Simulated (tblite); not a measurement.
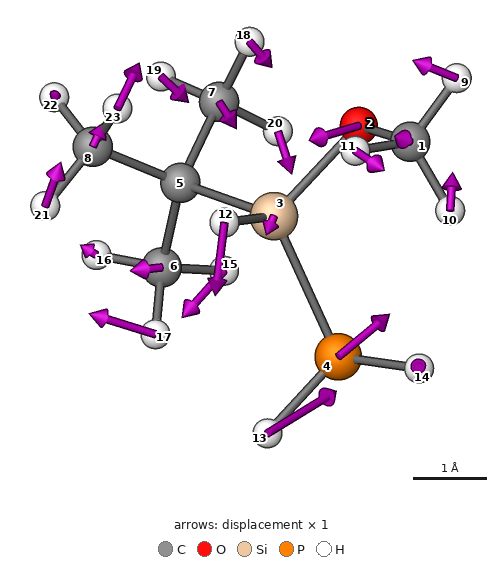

A relaxation of C5H15OPSi. The starting structure is drawn; purple arrows show the displacements, at their true length. The two geometries are superimposed by the best rigid fit.

A ball-and-stick model, seen from a free direction.

All numbers below come from GFN2-xTB geometry optimisation, gas phase in tblite. 

Q: Which element moves most?

A: Hydrogen: up to 1.67 Å, against 1.05 Å for oxygen.

Q: Describe the change and its energy.

A: After 174 geometry steps the energy has fallen by 1.354 eV. H13 moves most after the best rigid fit: 1.67 Å. Largest moves by element: H 1.67 Å, O 1.05 Å, P 1.04 Å, C 0.52 Å, Si 0.31 Å. Some distances before and after: P4–H13 1.481 → 1.380 Å, O2–Si3 1.719 → 1.626 Å, P4–H14 1.468 → 1.384 Å, Si3–P4 2.182 → 2.252 Å. Among the angles between lasting bonds that change: C1–O2–Si3 106.0° → 126.1°, H13–P4–H14 106.8° → 92.3°, Si3–P4–H13 109.2° → 95.9°. Groups turn about Si3–C5 by about 55°, O2–Si3 by about 35°, C1–O2 by about 20°.
